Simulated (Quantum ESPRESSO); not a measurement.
# Magnetic state of MnPSe3 from several starts

Wanted: the moments of MnPSe3 and the energy of each order that was tried.

Main program and level: Quantum ESPRESSO 7.5; LDA with U = 4 eV on Mn d (ortho-atomic projectors); plane waves with GBRV 1.5 LDA potentials, no spin-orbit coupling.

**Measured values to reproduce.**

“Magnetic exchange interactions in the van der Waals layered antiferromagnet MnPSe3” (2020, arxiv:2010.08394) reports for MnPSe3, rhombohedral van der Waals layered, by neutron powder diffraction, magnetic refinement (powder annealed from the elements at 730 C): moment (ordered moment per Mn2+) 3.83 ± 0.03 μB [refined ordered moment, well below the 5 muB spin-only value; in-plane direction …].

Report form: the programs' logs are mostly left out.

## Step 1: Set-up

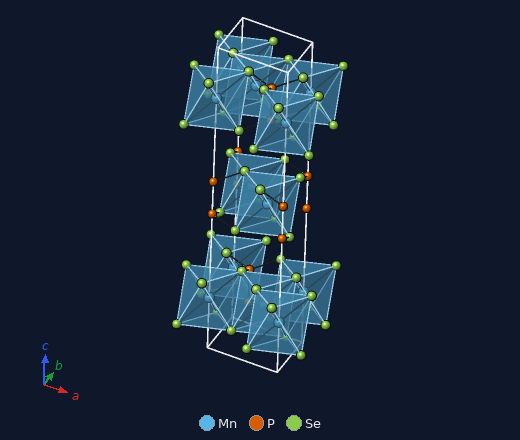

Start, viewed slightly off an axis; manganese blue, phosphorus orange, selenium green. This picture shows the conventional cell, with its axes. Some periodic images of atoms are drawn too.

Coordinates:

```cif
data_structure
_symmetry_space_group_name_H-M 'P 1'
_symmetry_Int_Tables_number 1
_cell_length_a 7.8318
_cell_length_b 7.8318
_cell_length_c 7.8318
_cell_angle_alpha 48.229
_cell_angle_beta 48.229
_cell_angle_gamma 48.229
_cell_volume 244.92
loop_
_atom_site_label
_atom_site_type_symbol
_atom_site_fract_x
_atom_site_fract_y
_atom_site_fract_z
_atom_site_occupancy
Mn1 Mn 0.83238 0.83238 0.83238 1
Mn2 Mn 0.16762 0.16762 0.16762 1
P3 P 0.55358 0.55358 0.55358 1
P4 P 0.44642 0.44642 0.44642 1
Se5 Se 0.41514 0.74941 0.08893 1
Se6 Se 0.08893 0.41514 0.74941 1
Se7 Se 0.74941 0.08893 0.41514 1
Se8 Se 0.58486 0.25059 0.91107 1
Se9 Se 0.91107 0.58486 0.25059 1
Se10 Se 0.25059 0.91107 0.58486 1
```

The cell comes from Materials Project 2023-11-01, a database of computed structures, and need not be the stable phase.

## Step 2: Start 1: ferro ++

The signs are those of the starting moments on the seeded atoms, the atoms that are given a moment.

File pw.in:

```
&CONTROL
  calculation = 'scf'
  prefix = 'pwscf'
  outdir = './tmp'
  pseudo_dir = './pseudo'
  disk_io = 'nowf'
/
&SYSTEM
  ibrav = 0
  nat = 10
  ntyp = 3
  ecutwfc = 40
  ecutrho = 280
  nbnd = 56
  occupations = 'smearing'
  smearing = 'fd'
  degauss = 0.00367493
  nspin = 2
  starting_magnetization(1) = 0.3
  starting_magnetization(2) = 0
  starting_magnetization(3) = 0
/
&ELECTRONS
  conv_thr = 2d-08
  electron_maxstep = 150
  mixing_beta = 0.3
/
ATOMIC_SPECIES
Mn     54.9380 mn_lda_v1.5.uspp.F.UPF
P      30.9738 p_lda_v1.5.uspp.F.UPF
Se     78.9710 se_lda_v1.uspp.F.UPF
CELL_PARAMETERS angstrom
   3.1997804373    1.8473940968    6.9054975756
  -3.1997804373    1.8473940968    6.9054975756
   0.0000000000   -3.6947881936    6.9054975756
ATOMIC_POSITIONS crystal
Mn      0.8323828600    0.8323828600    0.8323828600
Mn      0.1676171400    0.1676171400    0.1676171400
P       0.5535793900    0.5535793900    0.5535793900
P       0.4464206100    0.4464206100    0.4464206100
Se      0.4151439300    0.7494138000    0.0889330100
Se      0.0889330100    0.4151439300    0.7494138000
Se      0.7494138000    0.0889330100    0.4151439300
Se      0.5848560700    0.2505862000    0.9110669900
Se      0.9110669900    0.5848560700    0.2505862000
Se      0.2505862000    0.9110669900    0.5848560700
K_POINTS automatic
4 4 4 0 0 0
HUBBARD {ortho-atomic}
U Mn-3d 4.0000
```

Launch:

```bash
OMP_NUM_THREADS=1 mpirun -n 4 pw.x -nk 4 -in pw.in > pw.out
```

The job ended after 68 s (4 MPI ranks of Intel Xeon 6975P-C (Granite Rapids), shared host; peak memory 1.3 GiB; 4.5 min of CPU time).

Spin moment in the atom's sphere by atom:

| atom | spin moment in the atom's sphere (μB) |
| --- | --- |
| Mn1 | 4.48 |
| Mn2 | 4.48 |
| P3 | 0.02 |
| P4 | 0.02 |
| Se5 | 0.03 |
| Se6 | 0.03 |
| Se7 | 0.03 |
| Se8 | 0.03 |
| Se9 | 0.03 |
| Se10 | 0.03 |

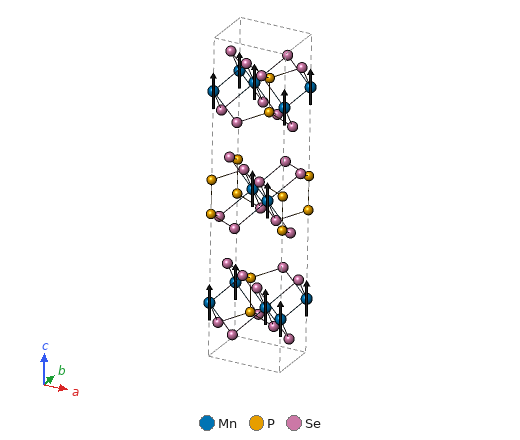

Spin moment in the atom's sphere as arrows, the longest 4.48 μB. Up and down stand for the sign. Arrows give size and sign along the axis of quantisation, drawn up and down the page. Some periodic images of atoms are drawn too.

Read from the output:

* smearing term TS: 2.66e-6 eV
* magnetization: 10 μB
* absolute magnetization: 10.00 μB
* final state: ferromagnetic

## Step 3: Run 2 (antiferro +−)

Edit pw.in of step 2 so:

```diff
@@ -10,6 +10,6 @@
   nat = 10
-  ntyp = 3
+  ntyp = 4
   ecutwfc = 40
   ecutrho = 280
-  nbnd = 56
+  nbnd = 51
   occupations = 'smearing'
@@ -19,4 +19,5 @@
   starting_magnetization(1) = 0.3
-  starting_magnetization(2) = 0
+  starting_magnetization(2) = -0.3
   starting_magnetization(3) = 0
+  starting_magnetization(4) = 0
 /
@@ -28,3 +29,4 @@
 ATOMIC_SPECIES
-Mn     54.9380 mn_lda_v1.5.uspp.F.UPF
+Mn1    54.9380 mn_lda_v1.5.uspp.F.UPF
+Mn2    54.9380 mn_lda_v1.5.uspp.F.UPF
 P      30.9738 p_lda_v1.5.uspp.F.UPF
@@ -36,4 +38,4 @@
 ATOMIC_POSITIONS crystal
-Mn      0.8323828600    0.8323828600    0.8323828600
-Mn      0.1676171400    0.1676171400    0.1676171400
+Mn1     0.8323828600    0.8323828600    0.8323828600
+Mn2     0.1676171400    0.1676171400    0.1676171400
 P       0.5535793900    0.5535793900    0.5535793900
@@ -49,2 +51,3 @@
 HUBBARD {ortho-atomic}
-U Mn-3d 4.0000
+U Mn1-3d 4.0000
+U Mn2-3d 4.0000
```

Elapsed: 66 s, on 4 MPI ranks; peak memory 1.3 GiB.

Spin moment in the atom's sphere by atom:

| atom | spin moment in the atom's sphere (μB) |
| --- | --- |
| Mn1 | 4.45 |
| Mn2 | -4.45 |
| P3 | 0.00 |
| P4 | 0.00 |
| Se5 | 0.00 |
| Se6 | 0.00 |
| Se7 | 0.00 |
| Se8 | 0.00 |
| Se9 | 0.00 |
| Se10 | 0.00 |

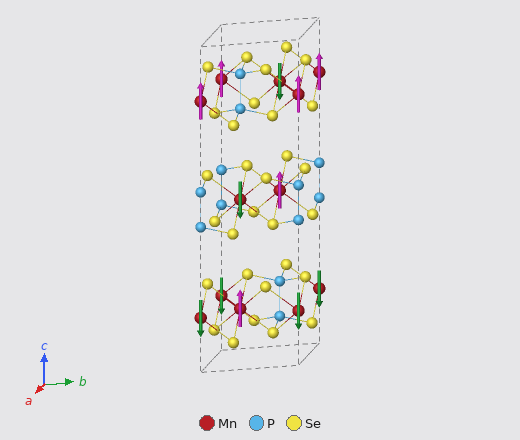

Spin moment in the atom's sphere as arrows, the longest 4.45 μB. Up and down stand for the sign. Arrows give size and sign along the axis of quantisation, drawn up and down the page. The two directions have two colours. Some periodic images of atoms are drawn too.

This step gave:

| Property | Result |
| --- | --- |
| smearing term TS | 6.59e-9 eV |
| magnetization | 0 μB |
| absolute magnetization | 9.564 μB |
| final state | antiferromagnetic |

## Step 4: The states side by side

An order is kept where moments of 0.15 μB or more survive with the typed signs; meshes match where a doubled cell samples the same k points as the first cell.

Orders:

| start | final state | typed order kept | energy over the lowest (meV a seeded atom) | largest site moment (μB) | net moment (μB a cell of the first run) | mesh matched | CPU time (s) |
| --- | --- | --- | --- | --- | --- | --- | --- |
| ferro ++ | ferromagnetic | yes | 26.63 | 4.479 | 10 | yes | 270.2 |
| antiferro +- | antiferromagnetic | yes | 0 | 4.455 | 0 | yes | 263.9 |

## Step 5: Occupations of the corrected shells in the lowest state

Occupations of the Hubbard shells:

| block | type | shell | spin | electrons | occupation numbers |
| --- | --- | --- | --- | --- | --- |
| 1 | Mn1 | 3d | up | 4.968 | 0.992 0.992 0.994 0.994 0.995 |
| 1 | Mn1 | 3d | down | 0.3192 | 0.020 0.020 0.025 0.127 0.127 |
| 2 | Mn2 | 3d | up | 0.3192 | 0.020 0.020 0.025 0.127 0.127 |
| 2 | Mn2 | 3d | down | 4.968 | 0.992 0.992 0.994 0.994 0.995 |

## Step 6: What came out

| Quantity | Value |
| --- | --- |
| lowest state found | antiferromagnetic (from antiferro +-) |
| largest site moment | 4.45 μB |
| next state with moments | ferromagnetic, 26.6 meV a seeded atom higher |

In words: This is the lowest of 2 collinear or spinless starts, no proof of the ground state. A computed site moment is spin alone and hangs on the region that is counted: the program's spheres do not touch and miss the tail of the moment. Measured moments hold any orbital part as well, and belong to the order of the sample, which need not be the order of this run.

Calculation against experiment:

```
        quantity  measured   in the sphere  projected shell
moment (Mn) (μB)      3.83  4.45 (+16.3 %)   4.65 (+21.4 %)
```

Measured values from arxiv:2010.08394 (2020).

How well it matches: For the moment, of the levels listed nearest comes in the sphere (+16.3 %) and farthest projected shell (+21.4 %). No cell relaxation is part of this session.

[Logs and program files are shortened in this print: banners, set-up blocks, solver, clock and traceback lines can be left out without a mark of their own.]

[Logs are printed without paths, hosts, clocks, repeated set-up lines and the standing remarks that a program may print on its own settings, such as how far it seeks lower states.]

[Hosts, paths, dates, database ids (printed as entryN), source tags and the programs' standing remarks are cut or masked in the printed files.]

[Where a cell is said to come from a database of computed structures, the database is the Materials Project.]
